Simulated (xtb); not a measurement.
## Geometry relaxation of CH3F2OTa (part 1 of 3)

System: CH3F2OTa.
Method: GFN1-xTB (xtb 6.7.1 later snapshot).

The geometry comes from this level: GFN2-xTB.

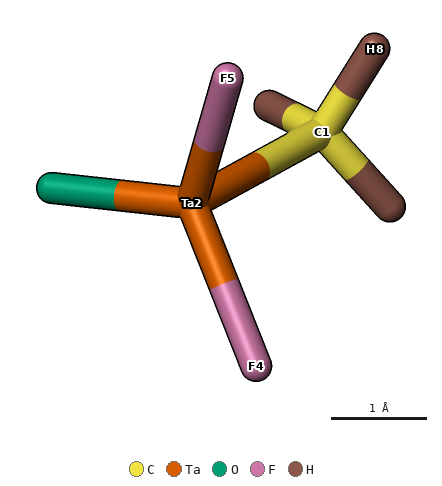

*The structure as given in the input (stick view, seen at a tilt; atoms are numbered from 1 in the order of the input). Sticks mark near contacts.*

Bond lengths as drawn: C–H 1.09 Å, C–Ta 2.30 Å, F–Ta 1.85 Å and O–Ta 1.70 Å.

**Results in brief**

```csv
quantity,value
outcome,converged
electrons treated,32
total energy,−20.791854 hartree
dispersion energy,−0.002067 hartree
basis functions,32
HOMO,−11.73 eV
LUMO,−8.22 eV
zero-point energy,0.040086 hartree
dipole moment,4.07 D
"wavenumbers, lowest and highest",100i and 3069 cm⁻¹
hardware,"1 thread of Arm Neoverse V1, 24 GiB of memory available, shared host"
peak memory,0.076 GiB
```

**The input (mol.xyz)**
```
8

C     -0.921300    -0.070190     0.590860
Ta     1.014810     0.070290    -0.636730
O      2.030600    -0.719790     0.473450
F      0.461780    -0.930300    -2.085460
F      1.141980     1.910940    -0.686140
H     -1.667080    -0.623020     0.017070
H     -0.767170    -0.575200     1.542870
H     -1.293620     0.937260     0.784080
```

Run as:
```bash
xtb mol.xyz --ohess -c 0 --gfn 1 --parallel 1 > mol.out 2> xtb.err
```

**What the program printed**
```
* xtb version 6.7.1
   ID    Z sym.   atoms
    1    6 C      1
    2   73 Ta     2
    3    8 O      3
    4    9 F      4, 5
    5    1 H      6-8

           -------------------------------------------------
          |                Calculation Setup                |
           -------------------------------------------------

          program call               : xtb mol.xyz --ohess -c 0 --gfn 1 --parallel 1
          coordinate file            : mol.xyz
          omp threads                :                     1

           -------------------------------------------------
          |                 G F N 1 - x T B                 |
           -------------------------------------------------

      * Hamiltonian:
        H0-scaling (s, p, d)           1.850000    2.250000    2.000000
        zeta-weighting                 0.000000
      * Dispersion:
        s8                             2.400000
        a1                             0.630000
        a2                             5.000000
        s9                             0.000000
      * Repulsion:
        kExp                           1.500000
        rExp                           1.000000
      * Coulomb:
        alpha                          2.000000
        third order                    atomic
        anisotropic                    false
      * Halogen bond correction:
        rad-scale                      1.300000
        damping                        0.440000

          ...................................................
          :                      SETUP                      :
          :.................................................:
          :  # basis functions                  32          :
          :  # atomic orbitals                  31          :
          :  # shells                           17          :
          :  # electrons                        32          :
          :  # halogen bonds                     0          :
          :  max. iterations                   250          :
          :  Hamiltonian                  GFN1-xTB          :
          :  restarted?                      false          :
          :  GBSA solvation                  false          :
          :  PC potential                    false          :
          :  electronic temp.          300.0000000     K    :
          :  accuracy                    1.0000000          :
          :  -> integral cutoff          0.2500000E+02      :
          :  -> integral neglect         0.1000000E-07      :
          :  -> SCF convergence          0.1000000E-05 Eh   :
          :  -> wf. convergence          0.2000000E-04 e    :
          :  Broyden damping             0.4000000          :
          :  net charge                          0          :
          :  unpaired electrons                  0          :
          ...................................................

 iter      E             dE          RMSdq      gap      omega  full diag
   1    -20.8572115 -0.208572E+02  0.824E+00    3.77       0.0  T
   2    -20.8751956 -0.179841E-01  0.449E+00    3.15       1.0  T
   3    -20.8649440  0.102516E-01  0.195E+00    2.99       1.0  T
   4    -20.8783965 -0.134525E-01  0.597E-01    3.01       1.0  T
   5    -20.8807479 -0.235139E-02  0.814E-02    3.05       1.0  T
   6    -20.8807471  0.779158E-06  0.354E-02    3.04       1.0  T
   7    -20.8807539 -0.680235E-05  0.950E-03    3.05       3.7  T
   8    -20.8807542 -0.309341E-06  0.241E-03    3.05      14.7  T
   9    -20.8807543 -0.208077E-07  0.769E-05    3.05     459.7  T
  10    -20.8807543 -0.755058E-10  0.344E-05    3.05    1027.2  T

   *** convergence criteria satisfied after 10 iterations ***

         #    Occupation            Energy/Eh            Energy/eV
      -------------------------------------------------------------
         1        2.0000           -0.8206574             -22.3312
       ...           ...                  ...                  ...
        10        2.0000           -0.5056595             -13.7597
        11        2.0000           -0.5052344             -13.7481
        12        2.0000           -0.5014519             -13.6452
        13        2.0000           -0.4819170             -13.1136
        14        2.0000           -0.4753481             -12.9349
        15        2.0000           -0.4699580             -12.7882
        16        2.0000           -0.4297902             -11.6952 (HOMO)
        17                         -0.3178343              -8.6487 (LUMO)
        18                         -0.2826040              -7.6900
        19                         -0.2207778              -6.0077
        20                         -0.1971652              -5.3651
        21                         -0.1854487              -5.0463
       ...                                ...                  ...
        31                          0.7262266              19.7616
      -------------------------------------------------------------
                  HL-Gap            0.1119560 Eh            3.0465 eV
             Fermi-level           -0.3738122 Eh          -10.1719 eV

 SCC (total)                   0 d,  0 h,  0 min,  0.006 sec
 SCC setup                      ...        0 min,  0.000 sec (  1.276%)
 Dispersion                     ...        0 min,  0.000 sec (  0.946%)
 classical contributions        ...        0 min,  0.000 sec (  0.112%)
 integral evaluation            ...        0 min,  0.001 sec ( 22.767%)
 iterations                     ...        0 min,  0.002 sec ( 35.289%)
 molecular gradient             ...        0 min,  0.002 sec ( 37.195%)
 printout                       ...        0 min,  0.000 sec (  2.185%)

         :::::::::::::::::::::::::::::::::::::::::::::::::::::
         ::                     SUMMARY                     ::
         :::::::::::::::::::::::::::::::::::::::::::::::::::::
         :: total energy             -20.787513963652 Eh    ::
         :: gradient norm              0.041098678032 Eh/a0 ::
         :: HOMO-LUMO gap              3.046476797835 eV    ::
         ::.................................................::
         :: SCC energy               -20.880754262732 Eh    ::
         :: -> electrostatic           0.161323599940 Eh    ::
         :: repulsion energy           0.095289021509 Eh    ::
         :: dispersion energy         -0.002048722429 Eh    ::
         :: halogen bond corr.         0.000000000000 Eh    ::
         :: add. restraining           0.000000000000 Eh    ::
         :: total charge              -0.000000000000 e     ::
         :::::::::::::::::::::::::::::::::::::::::::::::::::::

      -----------------------------------------------------------
     |                   =====================                   |
     |                        A N C O P T                        |
     |                   =====================                   |
     |               Approximate Normal Coordinate               |
     |                Rational Function Optimizer                |
      -----------------------------------------------------------

          ...................................................
          :                      SETUP                      :
          :.................................................:
          :   optimization level            normal          :
          :   max. optcycles                   200          :
          :   ANC micro-cycles                  20          :
          :   degrees of freedom                18          :
          :.................................................:
          :   RF solver                   davidson          :
          :   write xtbopt.log                true          :
          :   linear?                        false          :
          :   energy convergence         0.5000000E-05 Eh   :
          :   grad. convergence          0.1000000E-02 Eh/α :
          :   maximum RF displ.          1.0000000          :
          :   Hlow (freq-cutoff)         0.1000000E-01      :
          :   Hmax (freq-cutoff)         5.0000000          :
          :   S6 in model hess.         20.0000000          :
          ...................................................

generating ANC from exact Hessian ...
Using Lindh-Hessian (1995)
 Shifting diagonal of input Hessian by    7.9030178297612736E-003
 Lowest  eigenvalues of input Hessian
    0.000000    0.000000    0.000000    0.000000    0.000000    0.000000
    0.010000    0.010568    0.011200    0.013868    0.014778    0.015121
    0.051018    0.058820    0.071316    0.123760    0.124969    0.152509
 Highest eigenvalues
    0.407456    0.637488    0.906115    1.061204    1.062978    1.268232

........................................................................
.............................. CYCLE    1 ..............................
........................................................................

 iter      E             dE          RMSdq      gap      omega  full diag
   1    -20.8807543 -0.208808E+02  0.225E-06    3.05       0.0  T
   2    -20.8807543 -0.319744E-13  0.662E-07    3.05   53398.6  T
   3    -20.8807543  0.213163E-13  0.446E-07    3.05   79211.8  T
     SCC iter.                  ...        0 min,  0.001 sec
     gradient                   ...        0 min,  0.002 sec
 * total energy  :   -20.7875140 Eh     change       -0.6597389E-11 Eh
   gradient norm :     0.0410984 Eh/α   predicted     0.0000000E+00 (-100.00%)
   displ. norm   :     0.2439766 α      lambda       -0.6467877E-02
   maximum displ.:     0.1639974 α      in ANC's #8, #7, #12, ...

........................................................................
.............................. CYCLE    2 ..............................
........................................................................

 iter      E             dE          RMSdq      gap      omega  full diag
   1    -20.8877576 -0.208878E+02  0.254E-01    3.56       0.0  T
   2    -20.8879759 -0.218245E-03  0.824E-02    3.46       1.0  T
   3    -20.8879808 -0.496328E-05  0.438E-02    3.45       1.0  T
   4    -20.8879924 -0.115602E-04  0.250E-02    3.45       1.4  T
   5    -20.8879942 -0.177227E-05  0.213E-03    3.45      16.6  T
   6    -20.8879942 -0.101488E-07  0.543E-04    3.45      65.1  T
   7    -20.8879942 -0.102018E-08  0.274E-05    3.45    1289.6  T
   8    -20.8879942 -0.973444E-12  0.699E-06    3.45    5057.7  T
     SCC iter.                  ...        0 min,  0.001 sec
     gradient                   ...        0 min,  0.002 sec
 * total energy  :   -20.7903832 Eh     change       -0.2869255E-02 Eh
   gradient norm :     0.0251571 Eh/α   predicted    -0.3426443E-02 (  19.42%)
   displ. norm   :     0.1650595 α      lambda       -0.2350016E-02
   maximum displ.:     0.1164834 α      in ANC's #6, #8, #13, ...

........................................................................
.............................. CYCLE    3 ..............................
........................................................................

 iter      E             dE          RMSdq      gap      omega  full diag
   1    -20.8917983 -0.208918E+02  0.123E-01    3.45       0.0  T
   2    -20.8918480 -0.496962E-04  0.747E-02    3.49       1.0  T
   3    -20.8918744 -0.263378E-04  0.297E-02    3.49       1.2  T
   4    -20.8918790 -0.465965E-05  0.823E-03    3.49       4.3  T
   5    -20.8918791 -0.600359E-07  0.101E-03    3.49      35.0  T
   6    -20.8918791 -0.477897E-09  0.404E-04    3.49      87.6  T
   7    -20.8918791 -0.701029E-09  0.178E-05    3.49    1988.7  T
   8    -20.8918791 -0.920153E-12  0.518E-06    3.49    6825.4  T
     SCC iter.                  ...        0 min,  0.001 sec
     gradient                   ...        0 min,  0.002 sec
 * total energy  :   -20.7915789 Eh     change       -0.1195660E-02 Eh
   gradient norm :     0.0092194 Eh/α   predicted    -0.1207022E-02 (   0.95%)
   displ. norm   :     0.1361960 α      lambda       -0.6744891E-03
   maximum displ.:     0.1120695 α      in ANC's #6, #3, #13, ...

........................................................................
.............................. CYCLE    4 ..............................
........................................................................
```
